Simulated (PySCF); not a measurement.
# Ways to converge the SCF of ClF3

Do solver options change the result for ClF3, or only the number of cycles?

Method: method and basis as typed in the scripts; program: PySCF 2.14.0.

## (1) Starting geometry

ClF3: 4 atoms, charge 0, spin multiplicity 1.

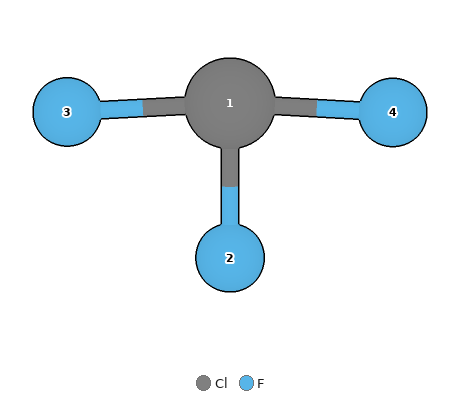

The starting geometry (chlorine grey, fluorine blue); atoms are numbered from 1 in the order of the file.

As a file:

```
Cl    0.00000    0.00000   -0.37570
F     0.00000    0.00000    1.25490
F     1.71380    0.00000   -0.28250
F    -1.71380    0.00000   -0.28250
```

## (2) The run that the others are compared with

input.py reads:

```python
from pyscf import gto, scf

mol = gto.M(
    atom='Cl 0 0 -0.3757; F 0 0 1.2549; F 1.7138 0 -0.2825; F -1.7138 0 -0.2825',
    basis='minao',
    charge=0,
    spin=0,
    verbose=4,
)
mf = scf.RHF(mol)
mf.kernel()
mf.stability(internal=True, external=True)
mf.dip_moment()
print('orbital energies (hartree):', mf.mo_energy[..., max(0, mol.nelec[1]-3):mol.nelec[0]+3].round(4))
```

The run is started by

```console
OMP_NUM_THREADS=1 python input.py
```

The log of this run is left out.

In short: E(SCF) = -757.307493 Eh, 10 cycles, μ = 0.56 D, internal stable; real -> complex stable; RHF/RKS -> UHF/UKS unstable.

## (3) Level shift 0.1 hartree

Variant 1 changes level shift: none → 0.1 hartree.

Edit input.py of step 2 so:

```diff
@@ -10,2 +10,3 @@
 mf = scf.RHF(mol)
+mf.level_shift = 0.1
 mf.kernel()
```

The run is started by

```console
OMP_NUM_THREADS=1 python input.py
```

Standard output, shortened:

```text
[lines on the frontier levels of each cycle are left out]
PySCF version 2.14.0

[INPUT] verbose = 4
[INPUT] num. atoms = 4
[INPUT] num. electrons = 44
[INPUT] charge = 0
[INPUT] spin (= nelec alpha-beta = 2S) = 0
[INPUT] symmetry False subgroup None
[INPUT] Mole.unit = angstrom
[INPUT] Symbol           X                Y                Z      unit          X                Y                Z       unit  Magmom
[INPUT]  1 Cl     0.000000000000   0.000000000000  -0.375700000000 AA    0.000000000000   0.000000000000  -0.709970104999 Bohr   0.0
[INPUT]  2 F      0.000000000000   0.000000000000   1.254900000000 AA    0.000000000000   0.000000000000   2.371417313717 Bohr   0.0
[INPUT]  3 F      1.713800000000   0.000000000000  -0.282500000000 AA    3.238612632280   0.000000000000  -0.533847630190 Bohr   0.0
[INPUT]  4 F     -1.713800000000   0.000000000000  -0.282500000000 AA   -3.238612632280   0.000000000000  -0.533847630190 Bohr   0.0

nuclear repulsion = 193.738620825377
number of shells = 8
number of NR pGTOs = 117
number of NR cGTOs = 24
basis = minao
ecp = {}

******** <class 'pyscf.scf.hf.RHF'> ********
method = RHF
initial guess = minao
damping factor = 0
level_shift factor = 0.1
DIIS = <class 'pyscf.scf.diis.CDIIS'>
diis_start_cycle = 1
diis_space = 8
diis_damp = 0
SCF conv_tol = 1e-09
SCF conv_tol_grad = None
SCF max_cycles = 50
direct_scf = True
direct_scf_tol = 1e-13
Set gradient conv threshold to 3.16228e-05
Initial guess from minao.
init E= -757.986373528148
cycle= 1 E= -757.172508867753  delta_E= 0.814  |g|= 0.453  |ddm|= 3.04
cycle= 2 E= -757.299877158689  delta_E= -0.127  |g|= 0.0876  |ddm|= 0.942
cycle= 3 E= -757.305587424269  delta_E= -0.00571  |g|= 0.0336  |ddm|= 0.211
cycle= 4 E= -757.3070621369  delta_E= -0.00147  |g|= 0.014  |ddm|= 0.133
cycle= 5 E= -757.307449471087  delta_E= -0.000387  |g|= 0.00441  |ddm|= 0.0896
cycle= 6 E= -757.30748940306  delta_E= -3.99e-05  |g|= 0.00131  |ddm|= 0.0306
cycle= 7 E= -757.307492913302  delta_E= -3.51e-06  |g|= 0.000368  |ddm|= 0.00922
cycle= 8 E= -757.307493175045  delta_E= -2.62e-07  |g|= 9.12e-05  |ddm|= 0.00258
cycle= 9 E= -757.307493189412  delta_E= -1.44e-08  |g|= 2.5e-05  |ddm|= 0.000576
cycle= 10 E= -757.307493190424  delta_E= -1.01e-09  |g|= 8.75e-06  |ddm|= 0.000136
cycle= 11 E= -757.307493190553  delta_E= -1.29e-10  |g|= 1.62e-06  |ddm|= 5.07e-05
Extra cycle  E= -757.307493190556  delta_E= -2.61e-12  |g|= 9.07e-07  |ddm|= 4.89e-06
converged SCF energy = -757.307493190556
rhf_internal: lowest eigs of H = [0.78346653 0.81225571 0.84402593]
<class 'pyscf.scf.hf.RHF'> wavefunction is stable in the internal stability analysis
rhf_real2complex: lowest eigs of H = [0.14218028 0.1554321  0.19987388]
<class 'pyscf.scf.hf.RHF'> wavefunction is stable in the real -> complex stability analysis
rhf_external: lowest eigs of H = [-0.12180761 -0.04200992  0.10554299]
<class 'pyscf.scf.hf.RHF'> wavefunction has an RHF/RKS -> UHF/UKS instability
Dipole moment(X, Y, Z, Debye):  0.00000, -0.00000, -0.55773
orbital energies (hartree): [-0.5911 -0.5449 -0.4482 -0.0064  0.1026]
```

It took 1.7 s on 1 thread of Arm Neoverse N1, shared host.

Outcome: E(SCF) = -757.307493 Eh (no change), 11 cycles, μ = 0.56 D, internal stable; real -> complex stable; RHF/RKS -> UHF/UKS unstable.

## (4) Second-order solver on

Variant 2 changes second-order solver: off → on.

Edit input.py of step 2 so:

```diff
@@ -10,2 +10,3 @@
 mf = scf.RHF(mol)
+mf = mf.newton()
 mf.kernel()
```

The run is started by

```console
OMP_NUM_THREADS=1 python input.py
```

Standard output:

```text
[... 22 set-up lines left out, the same as in an earlier log ...]
******** <class 'pyscf.soscf.newton_ah.SecondOrderRHF'> ********
method = SecondOrderRHF
[... 2 set-up lines left out, the same as in an earlier log ...]
level_shift factor = 0
[... 9 set-up lines left out, the same as in an earlier log ...]
******** <class 'pyscf.scf.hf.RHF'> Newton solver flags ********
SCF tol = 1e-09
conv_tol_grad = None
max. SCF cycles = 50
[... 2 set-up lines left out, the same as in an earlier log ...]
max_cycle_inner = 12
max_stepsize = 0.05
ah_start_tol = 1e+09
ah_level_shift = 0
ah_conv_tol = 1e-12
ah_lindep = 1e-14
ah_start_cycle = 1
ah_max_cycle = 40
ah_grad_trust_region = 2.5
kf_interval = 4
kf_trust_region = 5
canonicalization = True
Set conv_tol_grad to 3.16228e-05
[... 1 set-up line left out, the same as in an earlier log ...]
Initial guess E= -757.169331223881  |g|= 0.459075
macro= 0  E= -757.29909914539  delta_E= -0.129768  |g|= 0.112486  3 KF 14 JK
macro= 1  E= -757.30713070439  delta_E= -0.00803156  |g|= 0.0651683  2 KF 5 JK
macro= 2  E= -757.307493186089  delta_E= -0.000362482  |g|= 0.000924278  2 KF 8 JK
macro= 3  E= -757.307493190548  delta_E= -4.45903e-09  |g|= 5.08896e-05  1 KF 4 JK
macro= 4  E= -757.307493190548  delta_E= -2.27374e-13  |g|= 3.82744e-06  1 KF 2 JK
Canonicalize SCF orbitals
macro X = 5  E=-757.307493190548  |g|= 3.82744e-06  total 10 KF 39 JK
converged SCF energy = -757.307493190548
rhf_internal: lowest eigs of H = [0.78346235 0.81222545 0.84402497]
<class 'pyscf.soscf.newton_ah.SecondOrderRHF'> wavefunction is stable in the internal stability analysis
rhf_real2complex: lowest eigs of H = [0.1421796  0.15543082 0.19181834]
<class 'pyscf.soscf.newton_ah.SecondOrderRHF'> wavefunction is stable in the real -> complex stability analysis
rhf_external: lowest eigs of H = [-0.12180875 -0.04201019  0.10560247]
<class 'pyscf.soscf.newton_ah.SecondOrderRHF'> wavefunction has an RHF/RKS -> UHF/UKS instability
Dipole moment(X, Y, Z, Debye):  0.00000, -0.00000, -0.55771
orbital energies (hartree): [-0.5911 -0.5449 -0.4482 -0.0064  0.1026]
```

Run time: 1.8 s. Hardware: 1 thread of Arm Neoverse N1, shared host.

Result: E(SCF) = -757.307493 Eh (no change), 5 macro-iterations, μ = 0.56 D, internal stable; real -> complex stable; RHF/RKS -> UHF/UKS unstable.

## (5) All runs together

```
                    run  E(SCF) (hartree)  from base (eV)   cycles  gap (eV)  SCF dipole (D)                 after the SCF
                   base       -757.307493               0       10     12.02            0.56  unstable: RHF/RKS -> UHF/UKS
level shift 0.1 hartree       -757.307493          0.0000       11     12.02            0.56  unstable: RHF/RKS -> UHF/UKS
 second-order solver on       -757.307493          0.0000  5 macro     12.02            0.56  unstable: RHF/RKS -> UHF/UKS
```

Wall time on 1 thread of Arm Neoverse N1, shared host, start-up included: base 1.7 s; level shift 0.1 hartree 1.7 s; second-order solver on 1.8 s.

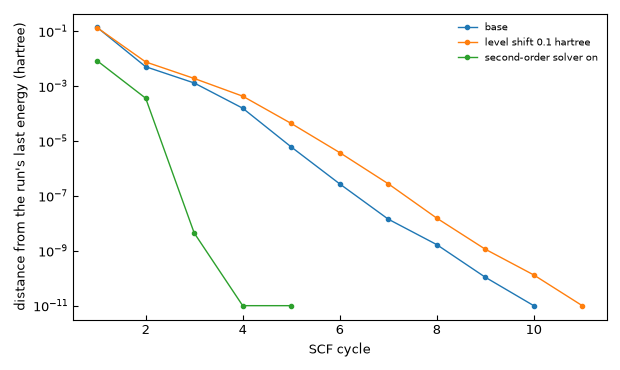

Convergence of the SCF energy, run by run.

The SCF energy stays the same, to the digits that matter, with level shift 0.1 hartree or second-order solver on.
